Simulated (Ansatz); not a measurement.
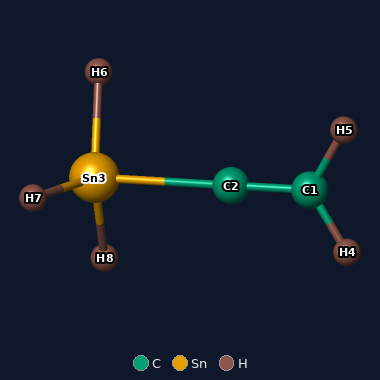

The system is C₂H₅Sn, SMILES C=[C+][SnH3], charge +1; the picture shows the grid point nearest to the relaxed geometry. Two internal coordinates are moved rigidly from the geometry relaxed at PBE0-D4/def2-TZVP, all others fixed. Coordinates scanned: (1) bond Sn3–H7; (2) bond C1–H5. The scan uses a 6 × 7 grid. At 2 points there is no value. Points are written as (first, second). Energies are in eV, from the lowest grid point. All numbers below come from RHF-CCSD(T), frozen core/def2-TZVPP (Ansatz 0.2.0).

Its coordinates:

```xyz
8

C    -0.8583    1.0466   -1.2829
C    -0.2533    0.3300   -0.4312
Sn    0.7628   -0.9155    1.1030
H    -1.6689    0.6349   -1.8956
H    -0.5826    2.1212   -1.4365
H     1.0788    0.3041    2.2292
H     2.0247   -1.5426    0.2736
H    -0.5350   -1.9373    1.4619
```

Range: bond Sn3–H7 from 1.381 to 2.218 Å; bond C1–H5 from 0.987 to 1.316 Å.

What will the energy surface look like?

Answer. The lowest grid point is at (1.635 Å, 1.120 Å). The highest grid point, (1.381 Å, 1.316 Å), lies 1.56 eV above the lowest.

```tsv
bond C1–H5 ↓, bond Sn3–H7 →	1.381	1.484	1.635	1.811	2.007	2.218
1.316	1.56	0.89	0.53	0.64	1.08	–
1.246	1.30	0.64	0.28	0.38	0.83	–
1.181	1.12	0.46	0.09	0.20	0.65	1.25
1.120	1.03	0.36	0.00	0.11	0.55	1.15
1.065	1.03	0.37	0.01	0.11	0.56	1.16
1.019	1.13	0.46	0.10	0.21	0.65	1.25
0.987	1.25	0.59	0.23	0.34	0.78	1.38
```

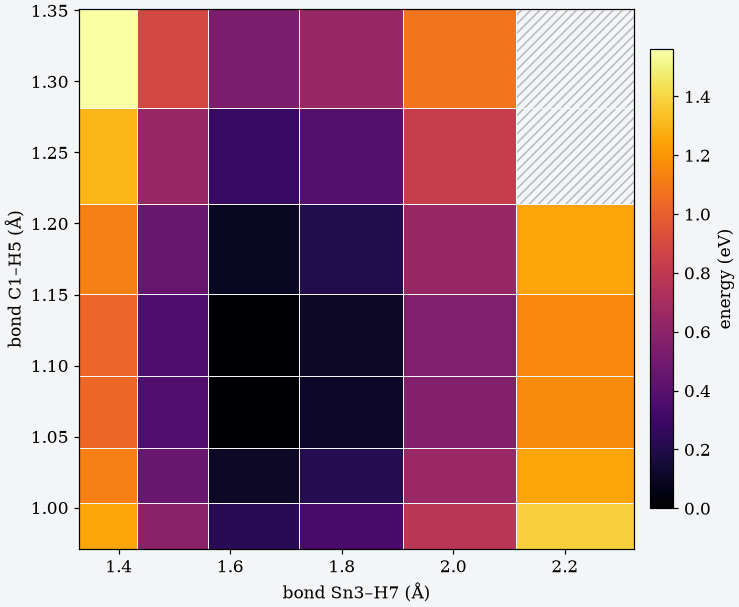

The picture shows one coloured cell a grid point, hatched blanks where no value was computed.
